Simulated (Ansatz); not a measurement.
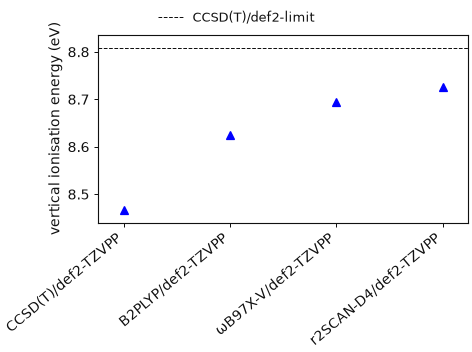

Vertical ionisation energy of KCl, singlet, taken as the energy of the cation less that of the neutral at fixed geometry (unrestricted doublet cation, cores frozen in correlated methods, no spin-orbit coupling), the Ansatz code, at a PBE0-D4/def2-TZVP geometry (a minimum by its frequencies). Limit means an estimate of the basis limit from triple and quadruple zeta; for coupled cluster it is either extrapolated directly or built as the MP2 limit plus the step from MP2 in triple zeta. B2PLYP/def2-TZVPP holds a correlation term that converges slowly with the basis, so part of the distance to the limit is basis error. The distance of CCSD(T)/def2-TZVPP to the limit includes basis error.

Q: Which level comes closest to the line (CCSD(T)/def2-limit), and which misses most?

A: Closest r2SCAN-D4/def2-TZVPP (8.73 eV), against 8.81 eV; farthest CCSD(T)/def2-TZVPP (8.47 eV).

Q: What range do the values span, the line included?

A: From 8.47 eV (CCSD(T)/def2-TZVPP) to 8.81 eV (CCSD(T)/def2-limit).

Caveats, for all or some of the runs: no scalar relativity up to krypton; outer-core shells are correlated without core-valence functions, which makes the correlated values less sure.
